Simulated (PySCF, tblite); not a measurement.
# C11H8OS: excited states

Wanted: excited states for C11H8OS (`Oc1cc(C=S)c2cccccc1-2`).

Computed with tblite 0.8.0 and PySCF 2.14.0 and routines of our own; the level stands in each step. Atoms count from 0.

## Step 1: The system as given

21 atoms, charge 0, multiplicity 1; geometry from: force field or distance geometry start.

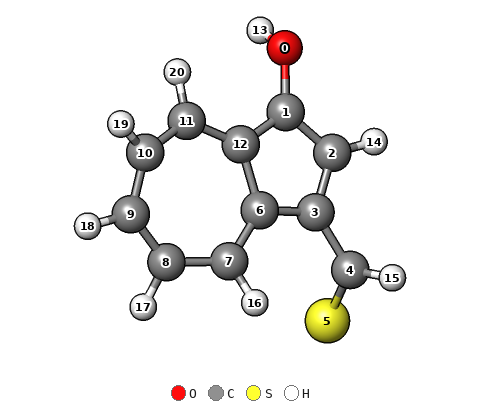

The starting geometry (oxygen red, carbon grey, sulfur yellow, hydrogen white).

## Step 2: Optimising the geometry with GFN2-xTB

Job settings and geometry (Å):

```
{"job": {"kind": "relax", "xc": "GFN2-xTB", "basis": "xTB"}, "charge": 0, "multiplicity": 1}
O     -0.034200     3.254800     0.446500
C      0.439800     1.958400     0.283500
C      1.782800     1.558400     0.223900
C      1.822700     0.188500     0.059100
C      3.012100    -0.669600    -0.044700
S      3.453100    -1.341800    -1.484300
C      0.535300    -0.300100     0.039500
C      0.193700    -1.638800    -0.092100
C     -1.076900    -2.102500    -0.456700
C     -2.320400    -1.549400    -0.159500
C     -2.560600    -0.283600     0.290800
C     -1.760700     0.834800     0.221400
C     -0.366800     0.863100     0.201300
H     -0.318600     3.772500    -0.383900
H      2.656600     2.185400     0.270400
H      3.604000    -0.840600     0.871100
H      0.944500    -2.364200     0.088900
H     -1.069000    -3.028700    -1.056800
H     -3.178700    -2.164200    -0.298400
H     -3.523100    -0.128900     0.795700
H     -2.244500     1.813200     0.184100
```

The run is started by

```
$ OMP_NUM_THREADS=1 python excited_run.py task.json out
```

This one command runs all jobs of the session in turn.

What it wrote:

```text
step      E/eV     max force
  0    -947.38022    2.317
  1    -947.62797    1.390
  2    -947.70573    0.774
  3    -947.81684    0.655
  4    -947.89222    0.759
  5    -947.93664    0.495
  6    -947.98677    0.510
  7    -948.05453    0.819
  8    -948.13796    0.976
  9    -948.21457    0.749
 10    -948.26220    0.468
 11    -948.28991    0.443
 12    -948.31743    0.453
 13    -948.34281    0.386
 14    -948.36707    0.399
 15    -948.39280    0.402
 16    -948.41994    0.453
 17    -948.44534    0.377
 18    -948.46766    0.314
 19    -948.48969    0.322
 20    -948.51806    0.406
 21    -948.55106    0.449
 22    -948.57783    0.664
 23    -948.60165    0.390
 24    -948.63010    0.472
 25    -948.65682    0.469
 26    -948.68423    0.351
 27    -948.71312    0.343
 28    -948.73739    0.305
 29    -948.75832    0.318
 30    -948.77332    0.340
 31    -948.78284    0.435
 32    -948.79428    0.236
 33    -948.80460    0.182
 34    -948.81278    0.227
 35    -948.82128    0.247
 36    -948.82738    0.206
 37    -948.83260    0.175
 38    -948.83654    0.165
 39    -948.84068    0.166
 40    -948.84509    0.172
 41    -948.84937    0.200
 42    -948.85397    0.236
 43    -948.85955    0.194
 44    -948.86527    0.139
 45    -948.86821    0.157
 46    -948.87184    0.144
 47    -948.87471    0.101
 48    -948.87704    0.150
 49    -948.87803    0.218
 50    -948.87951    0.093
 51    -948.88057    0.082
 52    -948.88171    0.065
 53    -948.88261    0.072
 54    -948.88348    0.078
 55    -948.88430    0.069
 56    -948.88512    0.059
 57    -948.88575    0.045
 58    -948.88613    0.041
 59    -948.88639    0.040
 60    -948.88664    0.039
 61    -948.88690    0.031
 62    -948.88708    0.027
 63    -948.88720    0.021
 64    -948.88728    0.025
 65    -948.88736    0.022
 66    -948.88744    0.020
 67    -948.88751    0.016
 68    -948.88756    0.016
 69    -948.88760    0.014
 70    -948.88764    0.013
 71    -948.88768    0.017
 72    -948.88773    0.018
 73    -948.88780    0.022
 74    -948.88789    0.021
 75    -948.88797    0.015
 76    -948.88802    0.012
 77    -948.88805    0.012
 78    -948.88808    0.010
```

Run time: 0.95 s. Hardware: 1 thread of Arm Neoverse V1, shared host; peak memory 0.18 GiB.

Relaxation path: (not every step is listed)

| step | energy from step 0 (eV) | largest force (eV/Å) |
| --- | --- | --- |
| 0 | 0.0000 | 2.3167 |
| 1 | -0.2477 | 1.3897 |
| 2 | -0.3255 | 0.7736 |
| 3 | -0.4366 | 0.6550 |
| 4 | -0.5120 | 0.7588 |
| 5 | -0.5564 | 0.4949 |
| 6 | -0.6065 | 0.5095 |
| 7 | -0.6743 | 0.8189 |
| 8 | -0.7577 | 0.9759 |
| 14 | -0.9869 | 0.3987 |
| 20 | -1.1378 | 0.4056 |
| 26 | -1.3040 | 0.3507 |
| 32 | -1.4141 | 0.2360 |
| 38 | -1.4563 | 0.1649 |
| 44 | -1.4851 | 0.1389 |
| 50 | -1.4993 | 0.0925 |
| 56 | -1.5049 | 0.0593 |
| 62 | -1.5069 | 0.0267 |
| 68 | -1.5073 | 0.0165 |
| 73 | -1.5076 | 0.0220 |
| 74 | -1.5077 | 0.0207 |
| 75 | -1.5077 | 0.0150 |
| 76 | -1.5078 | 0.0120 |
| 77 | -1.5078 | 0.0122 |
| 78 | -1.5079 | 0.0097 |

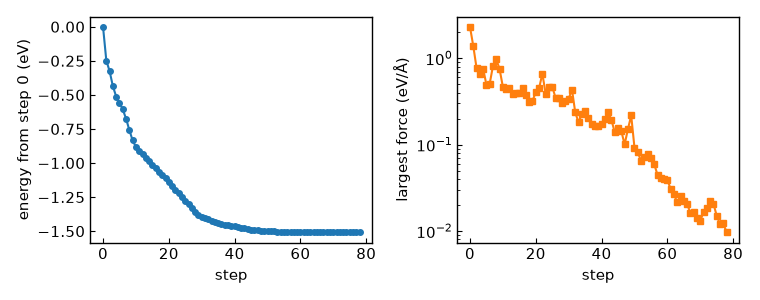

Energy and largest force along the relaxation.

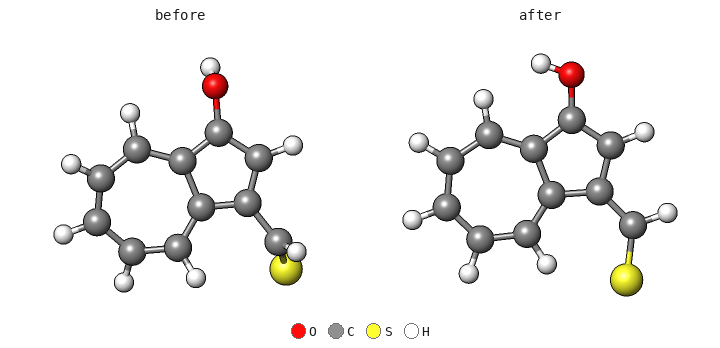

Before and after, at one scale.

Close pairs (by a distance rule), those that changed most:

| bond | before (Å) | after (Å) | change (Å) |
| --- | --- | --- | --- |
| C3–C4 | 1.470 | 1.409 | -0.062 |
| O0–H13 | 1.019 | 0.964 | -0.055 |
| C1–C12 | 1.363 | 1.417 | +0.054 |
| C3–C6 | 1.377 | 1.425 | +0.047 |
| C2–C3 | 1.380 | 1.417 | +0.037 |
| O0–C1 | 1.390 | 1.354 | -0.036 |
| C9–C10 | 1.365 | 1.392 | +0.027 |
| C7–H16 | 1.060 | 1.083 | +0.024 |

The next job starts from the end point, and lists it.

## Step 3: Vibrational analysis with GFN2-xTB

Job settings and geometry (Å):

```
{"job": {"kind": "ir", "xc": "GFN2-xTB", "basis": "xTB"}, "charge": 0, "multiplicity": 1}
O      0.151141     3.245403     0.532469
C      0.520904     1.961581     0.310847
C      1.834784     1.548831     0.218743
C      1.884780     0.152203    -0.014559
C      3.105352    -0.540028    -0.138653
S      3.359261    -2.143739    -0.387066
C      0.543946    -0.325267    -0.074635
C      0.153705    -1.626656    -0.296577
C     -1.136553    -2.153347    -0.356575
C     -2.350768    -1.508956    -0.203960
C     -2.616003    -0.164140     0.036800
C     -1.714627     0.877450     0.184907
C     -0.332077     0.843053     0.141309
H     -0.809620     3.316720     0.569363
H      2.689632     2.191615     0.314725
H      3.992291     0.082967    -0.050473
H      0.960899    -2.333957    -0.442141
H     -1.191507    -3.217804    -0.545375
H     -3.227109    -2.141496    -0.283162
H     -3.662495     0.101756     0.117723
H     -2.164854     1.850754     0.365819
```

What it wrote:

```text
mode    cm-1     km/mol
  1      50.3      1.48
  2      95.9      0.54
  3     131.8      0.02
  4     151.5      2.37
  5     214.6      5.92
  6     248.6      2.32
  7     277.2     10.14
  8     293.8      0.89
  9     305.2      1.54
 10     335.2    144.81
 11     391.6      0.31
 12     421.1      4.93
 13     457.2      1.26
 14     527.6      7.50
 15     531.0      1.23
 16     586.8      2.44
 17     616.4     25.40
 18     664.4     29.41
 19     689.9      1.37
 20     707.3      1.78
 21     732.5     23.97
 22     791.4      1.31
 23     833.0     14.79
 24     840.9      5.64
 25     846.5      3.49
 26     911.0      0.93
 27     928.3      0.61
 28     935.5      0.70
 29     949.5     27.95
 30    1000.0      1.70
 31    1038.5     31.74
 32    1069.1     24.43
 33    1097.8     40.38
 34    1147.7    173.72
 35    1173.7      8.37
 36    1196.8     90.40
 37    1250.3     19.09
 38    1288.6     44.05
 39    1293.5      1.95
 40    1312.2     28.25
 41    1369.6     31.99
 42    1394.4     52.46
 43    1412.5    303.97
 44    1429.7    191.56
 45    1467.1    130.48
 46    1527.2     33.79
 47    1551.0    154.55
 48    1570.0    101.34
 49    1588.0     20.80
 50    2970.4     23.01
 51    2997.3     40.80
 52    3046.6      6.83
 53    3049.0      4.64
 54    3061.4     31.21
 55    3069.0     30.12
 56    3154.3      9.12
 57    3515.5     17.11
```

Wall time 1.3 s (1 thread of Arm Neoverse V1, shared host); peak memory 0.18 GiB.

The strongest bands and the atoms that carry them (share of the mass-weighted mode):

| cm⁻¹ | km/mol | atoms |
| --- | --- | --- |
| 335 | 144.8 | H13 73 %, O0 11 % |
| 1148 | 173.7 | H13 30 %, O0 11 % |
| 1197 | 90.4 | H13 24 %, H15 14 %, C6 14 %, H18 11 % |
| 1412 | 304.0 | C3 25 %, C1 24 %, C6 11 % |
| 1430 | 191.6 | C3 20 %, C8 13 %, H18 11 % |
| 1467 | 130.5 | C3 41 %, C4 15 %, C1 12 % |
| 1551 | 154.6 | C1 42 %, C2 25 %, C9 11 % |
| 1570 | 101.3 | C11 24 %, C7 22 %, C6 17 %, C12 15 % |

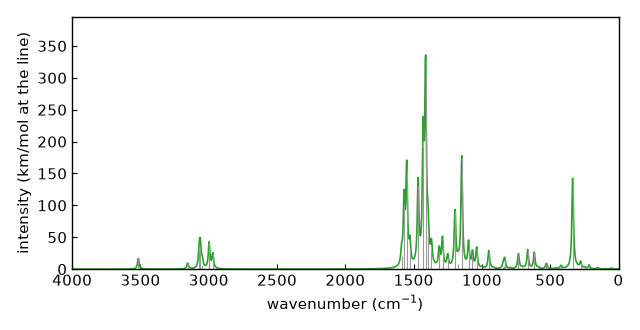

The infrared spectrum from these modes, unscaled. Lines are broadened to a width of 14 cm⁻¹ (Lorentzian).

## Step 4: Excited states: TDA CAM-B3LYP/def2-SVP

The job, as its differences from that of step 3:

```diff
@@ -1,2 +1,2 @@
-{"job": {"kind": "ir", "xc": "GFN2-xTB", "basis": "xTB"}, "charge": 0, "multiplicity": 1}
+{"job": {"kind": "states", "xc": "CAM-B3LYP", "basis": "def2-SVP", "tda": true, "soc": true, "nstates": 5, "ntriplets": 4, "nquad": 4}, "charge": 0, "multiplicity": 1}
 O      0.151141     3.245403     0.532469
```

With the program's defaults for keys left out, this is: TDA CAM-B3LYP/def2-SVP excited states, vertical, gas phase, spin-orbit mean-field couplings.

What it wrote:

```text
coarse grid: 19616 points
cycle   1  E = -896.3190919055  dE =  3.006e+00  |g| = 6.605e-01  |ddm| = 6.248e+00
cycle   2  E = -896.2959058081  dE =  2.319e-02  |g| = 8.038e-01  |ddm| = 2.274e+00
cycle   3  E = -896.4398928735  dE = -1.440e-01  |g| = 9.876e-02  |ddm| = 1.254e+00
cycle   4  E = -896.4420108384  dE = -2.118e-03  |g| = 5.654e-02  |ddm| = 2.097e-01
cycle   5  E = -896.4428589068  dE = -8.481e-04  |g| = 2.112e-02  |ddm| = 1.082e-01
cycle   6  E = -896.4429981556  dE = -1.392e-04  |g| = 6.510e-03  |ddm| = 3.754e-02
cycle   7  E = -896.4430166695  dE = -1.851e-05  |g| = 3.021e-03  |ddm| = 1.591e-02
cycle   8  E = -896.4430214620  dE = -4.793e-06  |g| = 9.037e-04  |ddm| = 8.785e-03
final grid: 189224 points
cycle   9  E = -896.5859906168  dE = -5.036e-05  |g| = 3.640e-03  |ddm| = 4.826e-02
cycle  10  E = -896.5859911236  dE = -5.068e-07  |g| = 3.747e-03  |ddm| = 1.081e-02
cycle  11  E = -896.5859948131  dE = -3.690e-06  |g| = 7.368e-04  |ddm| = 6.037e-03
cycle  12  E = -896.5859949656  dE = -1.525e-07  |g| = 3.293e-04  |ddm| = 1.363e-03
cycle  13  E = -896.5859950095  dE = -4.394e-08  |g| = 1.709e-04  |ddm| = 7.755e-04
cycle  14  E = -896.5859950220  dE = -1.245e-08  |g| = 4.898e-05  |ddm| = 3.356e-04
cycle  15  E = -896.5859950261  dE = -4.095e-09  |g| = 3.411e-05  |ddm| = 2.724e-04
cycle  16  E = -896.5859950273  dE = -1.186e-09  |g| = 1.054e-05  |ddm| = 1.313e-04
cycle  17  E = -896.5859950275  dE = -2.085e-10  |g| = 5.809e-06  |ddm| = 5.236e-05
converged SCF energy = -896.5859950275

Singlet excitations
state   eV       nm        f     d(h-e)  d(exc)  Lambda  PR(NTO)  |dmu|/D   mu/D   main configurations
  1   2.1468   577.5   0.00011   1.635   3.380   0.336   1.013    3.504    2.065   H-1->L 0.56, H-1->L+1 0.32, H-1->L+2 0.10
  2   2.1775   569.4   0.01160   1.280   3.654   0.671   1.086    2.575    3.495   H->L+1 0.55, H->L 0.40
  3   3.1733   390.7   0.26228   1.005   3.883   0.677   1.281    2.247    6.426   H->L 0.46, H->L+1 0.38, H-2->L+1 0.12
  4   3.3171   373.8   0.00008   3.916   4.797   0.320   1.002    6.668    1.308   H-1->L+1 0.58, H-1->L 0.39
  5   4.3317   286.2   0.14155   0.788   3.900   0.772   1.441                     H-2->L 0.63, H-2->L+1 0.17, H->L+2 0.09

Triplet excitations (Tamm-Dancoff)
state   eV     d(h-e)  d(exc)  Lambda  PR(NTO)   main configurations
  1   1.5506   0.360   3.682   0.686   1.069   H->L 0.77, H->L+1 0.17
  2   1.7284   1.193   3.575   0.667   1.046   H->L+1 0.75, H->L 0.20
  3   1.7370   1.522   3.269   0.335   1.006   H-1->L 0.53, H-1->L+1 0.33, H-1->L+2 0.13
  4   2.8173   0.716   3.383   0.768   1.123   H-2->L 0.57, H-2->L+1 0.28
S1 - T1 = 0.5961 eV

Spin-orbit couplings |<S|Hso|T>| (cm-1)
             T1       T2       T3       T4
S0        2.811    5.852  145.142    0.834
S1       85.394   20.478    2.886    0.443
S2        6.406    1.561    0.980    1.404
S3        1.155    4.067   62.037    0.937
S4       14.512   57.679    2.283   39.510
S5        0.784    1.553   45.113    0.552
T1 sublevels (cm-1): 0.000 0.000 3.259   radiative rates (1/s): 0.000238 0.000941 2.36
```

Wall time 1.9 min (1 thread of Arm Neoverse V1, shared host); peak memory 1.1 GiB.

In short:

| quantity | value |
| --- | --- |
| S1 less T1 | 0.60 eV |

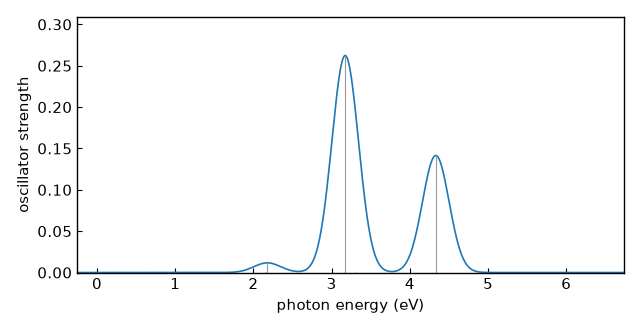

Absorption lines of the singlets. Lines are broadened to a width of 0.40 eV (Gaussian).

Orbitals, density, ELF and potential are computed afterwards from the orbital file.

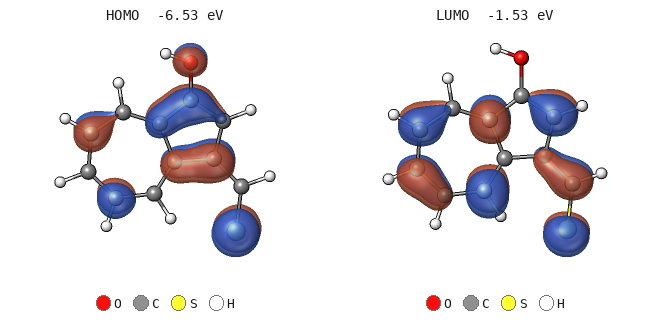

Frontier orbitals at CAM-B3LYP/def2-SVP; each surface holds 70 % of the orbital's density, blue and red mark the sign.

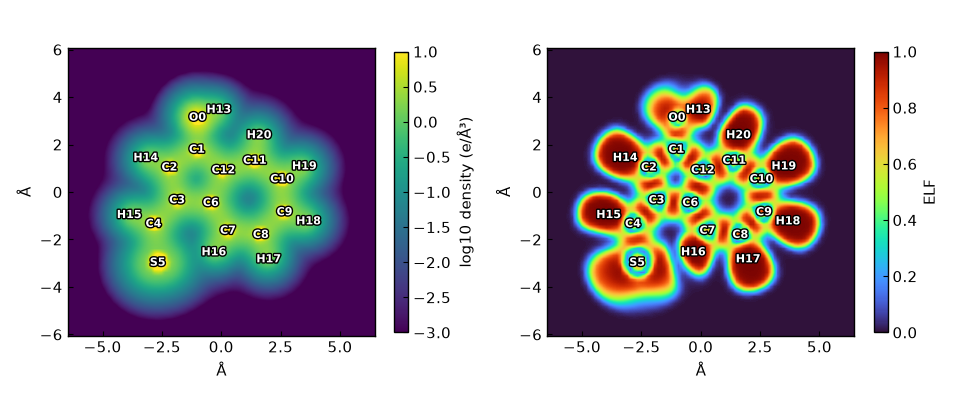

Density (left) and ELF (right) in a plane through or near 21 of the atoms.

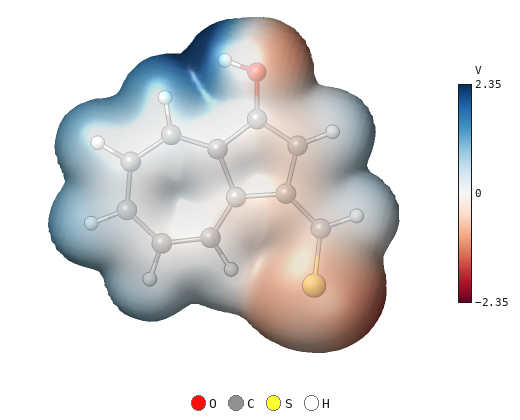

The potential that a unit positive charge feels on the 0.002 e/bohr³ surface, from the 1st to the 99th percentile, from -1.38 V near S5 to 2.35 V near H13.

## Step 5: Results

```
                                   quantity                  value
  strongest single infrared mode (GFN2-xTB)  1412 cm⁻¹, 304 km/mol
               zero-point energy (GFN2-xTB)          95.1 kcal/mol
S1 less T1 (step 4, TDA CAM-B3LYP/def2-SVP)                0.60 eV
      surface potential, 1st and 99th percentile     -1.38 V and 2.35 V
```

All 57 modes are real, so the xTB geometry is a minimum. The strongest single mode, at 1412 cm⁻¹, is spread over many atoms; the largest shares are those of C3, C1. Unscaled tight-binding wavenumbers are off by several per cent, some by more. Its intensities can rank the bands wrongly. In step 4, the number of triplets below S1 is 3, and the largest singlet-triplet spin-orbit coupling is S0–T3, 145.14 cm⁻¹. At CAM-B3LYP/def2-SVP, counted by nearest atom on the grid, the HOMO lies on S5 18 %; C1, C3 about 15 % each, the LUMO on C2, C7, C12 about 13 % each; S5 11 %.
